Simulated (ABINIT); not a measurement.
# Quasiparticle gap of ZnSe (Stilleite) in ABINIT, part 2 of 3

How does a plane-wave GW calculation on ZnSe (Stilleite) run from the first input to the gap?

ABINIT 10.8.3; LDA and many-body steps on it, plane waves. Known limits of the many-body steps: not at the basis limit; no spin-orbit coupling; coarse k mesh.

So far. Step 2 (Ground state): The gap is direct, at Γ.

**3. Bands along the symmetry lines**

Level of this step: DFT, LDA, plane waves, norm-conserving pseudopotentials (ABINIT).

Levels along a band path, at the cheap level, show where the edges lie and whether the meshes to come will hold them.

The input, run.abi:

```
acell 3*1.0 Angstrom
rprim 
  -0.000000000000 2.833800000000 2.833800000000
  2.833800000000 -0.000000000000 2.833800000000
  2.833800000000 2.833800000000 0.000000000000
ntypat 2
znucl 30 34
natom 2
typat 1 2
xred 
  0.000000000000 0.000000000000 0.000000000000
  0.250000000000 0.250000000000 0.250000000000
pp_dirpath "pseudos"
pseudos "Zn.upf, Se.upf"
ecut 48
iscf -2
irdden 1
kptopt 0
nkpt 50
kpt 
  0.00000000 0.00000000 0.00000000
  -0.06250000 -0.06250000 0.00000000
  -0.12500000 -0.12500000 0.00000000
  -0.18750000 -0.18750000 0.00000000
  -0.25000000 -0.25000000 0.00000000
  -0.31250000 -0.31250000 0.00000000
  -0.37500000 -0.37500000 0.00000000
  -0.43750000 -0.43750000 0.00000000
  -0.50000000 -0.50000000 0.00000000
  -0.48437500 -0.48437500 0.03125000
  -0.46875000 -0.46875000 0.06250000
  -0.45312500 -0.45312500 0.09375000
  -0.43750000 -0.43750000 0.12500000
  -0.42187500 -0.42187500 0.15625000
  -0.40625000 -0.40625000 0.18750000
  -0.39062500 -0.39062500 0.21875000
  -0.37500000 -0.37500000 0.25000000
  -0.37500000 0.00000000 0.37500000
  -0.32812500 0.00000000 0.32812500
  -0.28125000 0.00000000 0.28125000
  -0.23437500 0.00000000 0.23437500
  -0.18750000 0.00000000 0.18750000
  -0.14062500 0.00000000 0.14062500
  -0.09375000 0.00000000 0.09375000
  -0.04687500 0.00000000 0.04687500
  0.00000000 0.00000000 0.00000000
  0.00000000 0.00000000 0.06250000
  0.00000000 0.00000000 0.12500000
  0.00000000 0.00000000 0.18750000
  0.00000000 0.00000000 0.25000000
  0.00000000 0.00000000 0.31250000
  0.00000000 0.00000000 0.37500000
  0.00000000 0.00000000 0.43750000
  0.00000000 0.00000000 0.50000000
  -0.06250000 -0.03125000 0.46875000
  -0.12500000 -0.06250000 0.43750000
  -0.18750000 -0.09375000 0.40625000
  -0.25000000 -0.12500000 0.37500000
  -0.31250000 -0.15625000 0.34375000
  -0.37500000 -0.18750000 0.31250000
  -0.43750000 -0.21875000 0.28125000
  -0.50000000 -0.25000000 0.25000000
  -0.50000000 -0.28125000 0.21875000
  -0.50000000 -0.31250000 0.18750000
  -0.50000000 -0.34375000 0.15625000
  -0.50000000 -0.37500000 0.12500000
  -0.50000000 -0.40625000 0.09375000
  -0.50000000 -0.43750000 0.06250000
  -0.50000000 -0.46875000 0.03125000
  -0.50000000 -0.50000000 0.00000000
istwfk *1
nband 32
nbdbuf 5
tolwfr 1e-07
nstep 50
prtwf 0
prtvol 0
indata_prefix "in"
outdata_prefix "out"
tmpdata_prefix "tmp"
```

Launch:

```
> OMP_NUM_THREADS=1 mpirun -n 4 abinit run.abi > log
```

Numbers of over 12 decimals in the logs are rounded to 6 here.

Log:

```text
.Version 10.8.3 of ABINIT. v10.8.2 released Aug 2026.

 Symmetries : space group F-4 3 m (#216); Bravais cF (face-center cubic)
[... echo of the input left out ...]
== DATASET  1 ==================================================================
-   mpi_nproc: 4, omp_nthreads: 1 (-1 if OMP is not activated)

--- !DatasetInfo
iteration_state: {dtset: 1, }
dimensions: {natom: 2, nkpt: 50, mband: 32, nsppol: 1, nspinor: 1, nspden: 1, mpw: 4917, }
cutoff_energies: {ecut:  48.0, pawecutdg:  -1.0, }
electrons: {nelect:   4.40000000E+01, charge:   0.00000000E+00, occopt:   1.00000000E+00, tsmear:   1.00000000E-02, }

 Real(R)+Recip(G) space primitive vectors, cartesian coordinates (Bohr,Bohr^-1):
 R(1)=  0.0000000  5.3551059  5.3551059  G(1)= -0.0933688  0.0933688  0.0933688
 R(2)=  5.3551059  0.0000000  5.3551059  G(2)=  0.0933688 -0.0933688  0.0933688
 R(3)=  5.3551059  5.3551059  0.0000000  G(3)=  0.0933688  0.0933688 -0.0933688
 Unit cell volume ucvol=  3.0713845E+02 bohr^3
 Angles (23,13,12)=  6.00000000E+01  6.00000000E+01  6.00000000E+01 degrees

 getcut: wavevector=  0.0000  0.0000  0.0000  ngfft=  48  48  48
         ecut(hartree)=     48.000   => boxcut(ratio)=   2.03223

--- Pseudopotential description ------------------------------------------------
- Zn Generated using ONCVPSP code by D. R. Hamann
- 30.00000  20.00000  180309                  znucl, zion, pspdat
12 -1012 2 -1 1296                            pspcod,pspxc,lmax,lloc,mmax
     nproj     2     2     2
  pspatm : epsatm=   26.73031766
         --- l  ekb(1:nproj) -->
             0    2.816464   -1.526266
             1   -4.652122   -1.331242
             2   -6.981448   -2.558296
 pspatm: atomic psp has been read  and splines computed

- Se Generated using ONCVPSP code by D. R. Hamann
- 34.00000  24.00000  180309                  znucl, zion, pspdat
12 -1012 2 -1 1198                            pspcod,pspxc,lmax,lloc,mmax
     nproj     2     2     2
  pspatm : epsatm=   25.89836092
         --- l  ekb(1:nproj) -->
[...]
pspatm: atomic psp has been read  and splines computed

--------------------------------------------------------------------------------

================================================================================
 prteigrs : about to open file out_EIG
 Non-SCF case, kpt    1 (  0.00000  0.00000  0.00000), residuals and eigenvalues=
  3.77E-08  9.84E-09  2.73E-08  9.04E-08  7.32E-08  7.51E-08  8.09E-08  2.65E-08
  1.97E-08  3.94E-08  2.04E-08  7.22E-09  4.71E-08  2.05E-08  8.91E-08  3.25E-08
  3.77E-08  6.20E-08  7.94E-08  1.44E-08  8.48E-08  2.61E-08  8.20E-08  7.04E-08
[...]
-7.4411E+00 -5.2375E+00 -5.2375E+00 -5.2375E+00 -4.4348E+00 -2.7671E+00
 -2.7671E+00 -2.7671E+00 -1.5886E+00 -1.5886E+00 -1.5886E+00 -1.5884E+00
 -1.5884E+00 -3.4985E-01 -1.0483E-01 -1.0483E-01 -1.0483E-01 -9.1587E-02
[...]
6.1319E-01  6.1319E-01
 Non-SCF case, kpt    2 ( -0.06250 -0.06250  0.00000), residuals and eigenvalues=
[...]
6.1834E-01  6.3401E-01
 Non-SCF case, kpt    3 ( -0.12500 -0.12500  0.00000), residuals and eigenvalues=
[...]
6.3377E-01  6.5568E-01
[...]
Non-SCF case, kpt   49 ( -0.50000 -0.46875  0.03125), residuals and eigenvalues=
[...]
6.9554E-01  7.9045E-01
 Non-SCF case, kpt   50 ( -0.50000 -0.50000  0.00000), residuals and eigenvalues=
[...]
-8.5028E-02 -3.7667E-02  5.8885E-02  5.8885E-02  2.4313E-01  2.6190E-01
  5.2552E-01  5.4711E-01  5.4711E-01  6.5635E-01  6.7027E-01  6.7027E-01
  6.8196E-01  7.8647E-01

--- !ResultsGS
iteration_state: {dtset: 1, }
comment   : Summary of ground state results
lattice_vectors:
- [ -0.0000000,   5.3551059,   5.3551059, ]
- [  5.3551059,  -0.0000000,   5.3551059, ]
- [  5.3551059,   5.3551059,   0.0000000, ]
lattice_lengths: [   7.57326,    7.57326,    7.57326, ]
lattice_angles: [ 60.000,  60.000,  60.000, ] # degrees, (23, 13, 12)
lattice_volume:   3.0713845E+02
convergence: {deltae:  0.000E+00, res2:  0.000E+00, residm:  9.960E-08, diffor:  0.000E+00, }
etotal    :  -5.50448615E+02
entropy   :   0.00000000E+00
fermie    :   1.39712178E-01
cartesian_stress_tensor: null
pressure_GPa: null
xred      :
- [  0.0000E+00,   0.0000E+00,   0.0000E+00, Zn]
- [  2.5000E-01,   2.5000E-01,   2.5000E-01, Se]
cartesian_forces: null
force_length_stats: {min: null, max: null, mean: null, }

 Integrated electronic density in atomic spheres:
 ------------------------------------------------
 Atom  Sphere_radius  Integrated_density
[...]
================================================================================

 ----iterations are completed or convergence reached----

 Mean square residual over all n,k,spin=   45.112E-09; max=  99.602E-09
 reduced coordinates (array xred) for    2 atoms
       0.000000000000      0.000000000000      0.000000000000
       0.250000000000      0.250000000000      0.250000000000

 cartesian coordinates (angstrom) at end:
    1      0.000000     0.000000     0.000000
    2      1.416900     1.416900     1.416900
 length scales=  1.889726125908  1.889726125908  1.889726125908 bohr
              =  1.000000000000  1.000000000000  1.000000000000 angstroms
 prteigrs : about to open file out_EIG
 Eigenvalues (hartree) for nkpt=  50  k points:
 kpt#   1, nband= 32, wtk=  1.00000, kpt=  0.0000  0.0000  0.0000 (reduced coord)
[...]
kpt#   2, nband= 32, wtk=  1.00000, kpt= -0.0625 -0.0625  0.0000 (reduced coord)
[...]
kpt#   3, nband= 32, wtk=  1.00000, kpt= -0.1250 -0.1250  0.0000 (reduced coord)
[...]
kpt#  49, nband= 32, wtk=  1.00000, kpt= -0.5000 -0.4687  0.0313 (reduced coord)
[...]
kpt#  50, nband= 32, wtk=  1.00000, kpt= -0.5000 -0.5000  0.0000 (reduced coord)
[...]
-0.09572   -0.08983   -0.08503   -0.03767    0.05889    0.05889    0.24313    0.26190
   0.52552    0.54711    0.54711    0.65635    0.67027    0.67027    0.68196    0.78647

== END DATASET(S) ==============================================================
================================================================================

 -outvars: echo values of variables after computation  --------
            nband          32
             nkpt          50
          spgroup         216
 [... the other variables as echoed above ...]

 Calculation completed.
```

The job ended after 29 s (4 MPI ranks of Arm Neoverse V1, shared host; peak memory 0.39 GiB).

Numbers from this step:

- gap: 1.028 eV
- k of the valence top: 0, 0, 0
- k of the conduction bottom: 0, 0, 0
- least direct gap: 1.028 eV

The gap is 1.028 eV, as in the run before at this level.

The electronic bands at the labelled points (eV, zero at the top of the highest filled band):

| point | band 19 | band 20 | band 21 | band 22 | band 23 | band 24 | band 25 | band 26 |
| --- | --- | --- | --- | --- | --- | --- | --- | --- |
| Γ | -6.29 | 0.00 | 0.00 | 0.00 | 1.03 | 5.72 | 5.72 | 5.72 |
| X | -6.12 | -4.83 | -2.20 | -2.20 | 2.81 | 3.33 | 10.50 | 11.09 |
| U | -6.03 | -4.78 | -3.13 | -1.80 | 3.43 | 5.47 | 8.88 | 9.17 |
| jump to K | -6.03 | -4.78 | -3.13 | -1.80 | 3.43 | 5.47 | 8.88 | 9.17 |
| Γ | -6.29 | 0.00 | 0.00 | 0.00 | 1.03 | 5.72 | 5.72 | 5.72 |
| L | -6.14 | -5.29 | -0.87 | -0.87 | 2.35 | 6.30 | 6.30 | 8.35 |
| W | -5.99 | -4.75 | -2.80 | -2.69 | 5.35 | 5.44 | 6.81 | 7.57 |
| X | -6.12 | -4.83 | -2.20 | -2.20 | 2.81 | 3.33 | 10.50 | 11.09 |

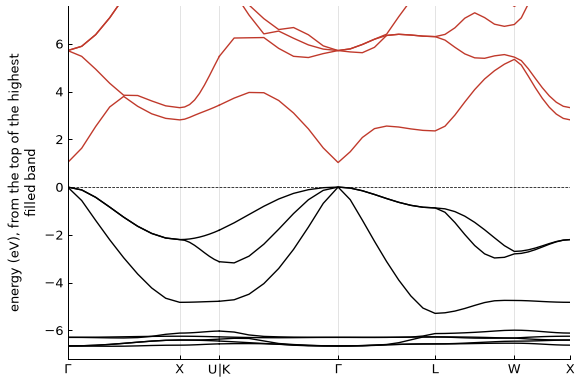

Electronic bands along the path; lines of filled and empty bands in two colours.

**4. Empty states on the mesh, 4×4×4 mesh, 167 bands**

The sums over transitions need many empty states on a uniform mesh; this step solves for them.

The input, run.abi:

```
acell 3*1.0 Angstrom
rprim 
  -0.000000000000 2.833800000000 2.833800000000
  2.833800000000 -0.000000000000 2.833800000000
  2.833800000000 2.833800000000 0.000000000000
ntypat 2
znucl 30 34
natom 2
typat 1 2
xred 
  0.000000000000 0.000000000000 0.000000000000
  0.250000000000 0.250000000000 0.250000000000
pp_dirpath "pseudos"
pseudos "Zn.upf, Se.upf"
ecut 48
ngkpt 4 4 4
nshiftk 1
shiftk 0 0 0
kptopt 1
chksymbreak 0
irdden 1
istwfk *1
nband 167
prtvol 0
optdriver 6
gwr_task "HDIAGO"
paral_kgb 0
occopt 1
indata_prefix "in"
outdata_prefix "out"
tmpdata_prefix "tmp"
```

Log:

```text
[banner, memory and clock lines left out]
.Version 10.8.3 of ABINIT. v10.8.2 released Aug 2026.

 Symmetries : space group F-4 3 m (#216); Bravais cF (face-center cubic)
[... echo of the input left out ...]
== DATASET  1 ==================================================================
-   mpi_nproc: 4, omp_nthreads: 1 (-1 if OMP is not activated)

--- !DatasetInfo
iteration_state: {dtset: 1, }
dimensions: {natom: 2, nkpt: 8, mband: 167, nsppol: 1, nspinor: 1, nspden: 1, mpw: 4910, }
cutoff_energies: {ecut:  48.0, pawecutdg:  -1.0, }
electrons: {nelect:   4.40000000E+01, charge:   0.00000000E+00, occopt:   1.00000000E+00, tsmear:   1.00000000E-02, }

.Using double precision arithmetic; gwpc =  8

- Reading GS density from: in_DEN

--- Pseudopotential description ------------------------------------------------
- Zn Generated using ONCVPSP code by D. R. Hamann
- 30.00000  20.00000  180309                  znucl, zion, pspdat
12 -1012 2 -1 1296                            pspcod,pspxc,lmax,lloc,mmax
     nproj     2     2     2
  pspatm : epsatm=   26.73031766
         --- l  ekb(1:nproj) -->
             0    2.816464   -1.526266
             1   -4.652122   -1.331242
             2   -6.981448   -2.558296
 pspatm: atomic psp has been read  and splines computed

- Se Generated using ONCVPSP code by D. R. Hamann
- 34.00000  24.00000  180309                  znucl, zion, pspdat
12 -1012 2 -1 1198                            pspcod,pspxc,lmax,lloc,mmax
     nproj     2     2     2
  pspatm : epsatm=   25.89836092
         --- l  ekb(1:nproj) -->
             0    3.542695   -2.986732
             1   -7.368149   -2.477856
             2  -10.200299   -4.476278
 pspatm: atomic psp has been read  and splines computed

   2.31566186E+03                                ecore*ucvol(ha*bohr**3)

 Total charge density [el/Bohr^3]
)     Maximum=    7.6066E+00  at reduced coord.    0.2083    0.2917    0.2917
)     Minimum=    1.9612E-03  at reduced coord.    0.7500    0.7500    0.7500
   Integrated=    4.4000E+01

 === KS gaps after direct diagonalization ===
 Direct band gap semiconductor
 Fundamental gap:     1.028 (eV)
   VBM:     3.802 (eV) at k: [ 0.0000E+00,  0.0000E+00,  0.0000E+00]
   CBM:     4.829 (eV) at k: [ 0.0000E+00,  0.0000E+00,  0.0000E+00]
 Direct gap:         1.028 (eV) at k: [ 0.0000E+00,  0.0000E+00,  0.0000E+00]

== END DATASET(S) ==============================================================

 -outvars: echo values of variables after computation  --------
           etotal      0.0000000000E+00
            nband         167
             nkpt           8
          spgroup         216
 [... the other variables as echoed above ...]

 Calculation completed.
```

Wall time 2.8 min (4 MPI ranks); peak memory 5.3 GiB; 11 min of CPU time.

This step gave:

- gap: 1.028 eV
- k of the valence top: 0, 0, 0
- k of the conduction bottom: 0, 0, 0
- least direct gap: 1.028 eV
- k points computed: 8
- lowest point of the top converged band, above the valence top: 110.1673 eV

On this mesh the gap is 1.028 eV.

**5. Screening, 4×4×4 mesh, 159 bands, screening to 179.6 eV**

The RPA dielectric matrix is built and inverted for each q.

This step: RPA screening on LDA, plane waves, norm-conserving pseudopotentials.

run.abi, as its differences from that of step 4:

```diff
@@ -20,10 +20,11 @@
 chksymbreak 0
-irdden 1
 istwfk *1
-nband 167
-prtvol 0
-optdriver 6
-gwr_task "HDIAGO"
-paral_kgb 0
 occopt 1
+irdwfk 1
+optdriver 3
+nband 159
+ecuteps 6.6
+inclvkb 2
+awtr 1
+symchi 1
 indata_prefix "in"
```

Log:

```text
.Version 10.8.3 of ABINIT. v10.8.2 released Aug 2026.

 Symmetries : space group F-4 3 m (#216); Bravais cF (face-center cubic)
[... echo of the input left out ...]
== DATASET  1 ==================================================================
-   mpi_nproc: 4, omp_nthreads: 1 (-1 if OMP is not activated)

--- !DatasetInfo
iteration_state: {dtset: 1, }
dimensions: {natom: 2, nkpt: 8, mband: 159, nsppol: 1, nspinor: 1, nspden: 1, mpw: 4910, }
cutoff_energies: {ecut:  48.0, pawecutdg:  -1.0, }
electrons: {nelect:   4.40000000E+01, charge:   0.00000000E+00, occopt:   1.00000000E+00, tsmear:   1.00000000E-02, }

 SCREENING: Calculation of the susceptibility and dielectric matrices

 Based on a program developped by R.W. Godby, V. Olevano, G. Onida, and L. Reining.
 Incorporated in ABINIT by V. Olevano, G.-M. Rignanese, and M. Torrent.
.Using double precision arithmetic ; gwpc =  8

[... cell and pseudopotentials left out ...]
--------------------------------------------------------------------------------

 ==== K-mesh for the wavefunctions ====
 Number of points in the irreducible wedge :     8
[... list of points left out ...]
 Together with 24 symmetry operations and time-reversal symmetry
 yields    64 points in the full Brillouin Zone.

 ==== Q-mesh for the screening function ====
 Number of points in the irreducible wedge :     8
[... list of points left out ...]
 Together with 24 symmetry operations and time-reversal symmetry
 yields    64 points in the full Brillouin Zone.

 setmesh: FFT mesh size selected  =    32x   32x   32
          total number of points  =        32768

 vcoul_init : cutoff-mode = AUXILIARY_FUNCTION
 q-points for optical limit:   1
     1)      0.000010    0.000020    0.000030

- screening: taking advantage of time-reversal symmetry
- Maximum band index for partially occupied states nbvw = 22
- Remaining bands to be divided among processors   nbcw = 137
- Number of bands treated by each node ~34

 Number of electrons calculated from density =   44.0000; Expected =   44.0000
 average of density, n =  0.143258
 r_s =    1.1856
 omega_plasma =   36.5103 [eV]

 calculating chi0 at frequencies [eV] :
  1    0.000000E+00    0.000000E+00
  2    0.000000E+00    3.651025E+01

--------------------------------------------------------------------------------
  q-point number  1        q = ( 0.000000, 0.000000, 0.000000) [r.l.u.]
--------------------------------------------------------------------------------
[... chi0 elements left out ...]
 For q-point:  0.000010 0.000020 0.000030
  dielectric constant =  19.5594
  dielectric constant without local fields =  20.6533

  Average fulfillment of the sum rule on Im[epsilon] for q-point    1 :     44.93  [%]
[... wings left out ...]
  q-point number  2        q = ( 0.250000, 0.000000, 0.000000) [r.l.u.]
--------------------------------------------------------------------------------
[... chi0 elements left out ...]
  Average fulfillment of the sum rule on Im[epsilon] for q-point    2 :     52.28  [%]

 [... 6 further q-points ...]
```

Run time: 89 s. Hardware: 4 MPI ranks; peak memory 1.4 GiB.

This step gave:

```
ε∞ with local fields, on this mesh, along the program's q direction : 19.56
the same without local fields                                       : 20.65
plasma frequency                                                    : 36.51 eV
plane waves in the screening matrix                                 : 259
```

Local fields lower ε∞ by 5 %. On a Γ-centred mesh this coarse the value itself is usually too large, while a short band sum pulls it down.

[end of part 2 of 3]

[Paths, hosts, dates, memory and timing lines, banners, echoed tables and standing remarks are left out of the program output.]

[Logs are printed without paths, hosts, clocks, repeated set-up lines and the standing remarks that a program may print on its own settings, such as how far it seeks lower states.]

[Runs of the session that timed out or met a known fault of the program may be left out.]

[Hosts, paths, dates, database ids (printed as entryN), source tags and the programs' standing remarks are cut or masked in the printed files.]

[G0W0 gaps are taken among the corrected bands and points alone; a level outside them can change the order at an edge.]

[Where Ansatz stands beside ABINIT at settings called matched, ABINIT's density can come from a denser mesh and the files from another edition; pairs whose starting gaps differed by over 0.03 eV were left out, so agreement reads better than it is.]
